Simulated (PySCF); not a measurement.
LiH

```csv
atom,x (Å),y (Å),z (Å)
Li,0.0000,0.0000,-0.2008
H,0.0000,0.0000,1.3982
```

The calculation used PySCF 2.14.0, PBE0/def2-TZVPP, non-relativistic Hamiltonian with scalar-relativistic core potentials where named, at a bond length of 1.599 Å.

### Predict the electron density and electron localisation function between the atoms.

Li–H (1.60 Å): ρ at the midpoint is about 0.29 e/Å³; the ELF climbs to about 1 towards the hydrogen.

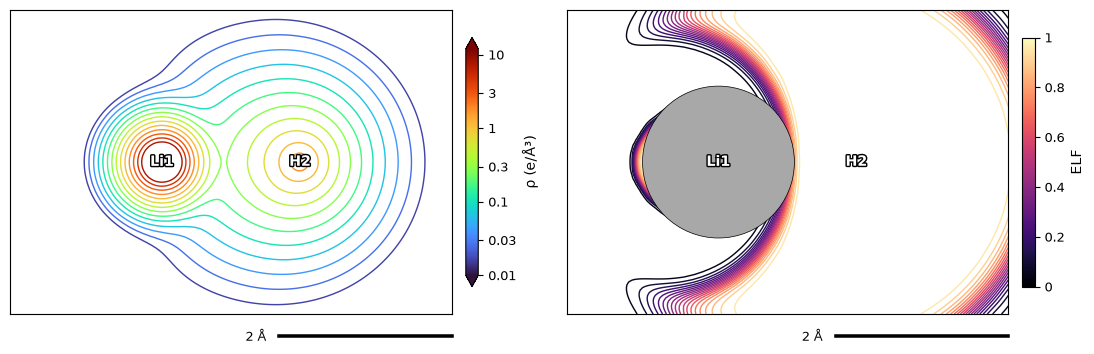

Computed electron density and electron localisation function on a plane that holds the molecular axis, in this order. Grey discs cover the atomic cores in the ELF map. 
